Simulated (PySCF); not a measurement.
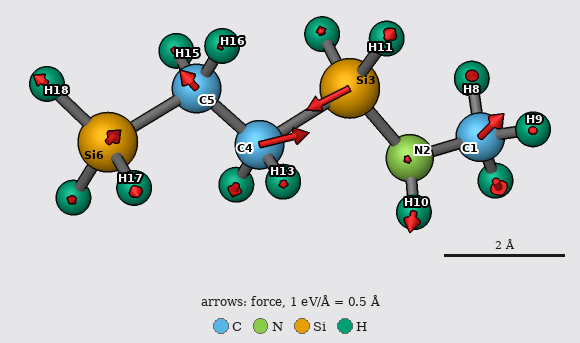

Starting geometry of C$_{3}$H$_{13}$NSi$_{2}$ with the computed forces as red arrows. A ball-and-stick model, seen at a tilt.

The start comes from GFN2-xTB. Its atoms were then displaced at random by about 0.01 Å.

Method: PySCF, PBE0-D3(BJ)/def2-SVP geometry optimisation, gas phase. 

Is this structure relaxed? If not, where do the atoms go?

Answer. It isn't relaxed: the largest force vector, on a C atom, is 1.80 eV/Å. The final displacements have little in common with the starting forces (cosine between the two patterns 0.14). The largest moves after the best rigid fit, 0.29 Å, are those of H atoms. By element the largest moves are H 0.29 Å, N 0.16 Å, C 0.06 Å, Si 0.03 Å. Near-neighbour distances that change, for instance: C–Si 1.941 → 1.884 Å, C–C 1.493 → 1.534 Å, H–Si 1.470 → 1.508 Å, C–H 1.076 → 1.103 Å. Bond angles that change, for instance: H–C–H 110.0° → 106.6°, H–C–H 104.7° → 106.9°, C–N–Si 122.3° → 124.6°. After 8 geometry steps the energy has fallen by 0.192 eV.
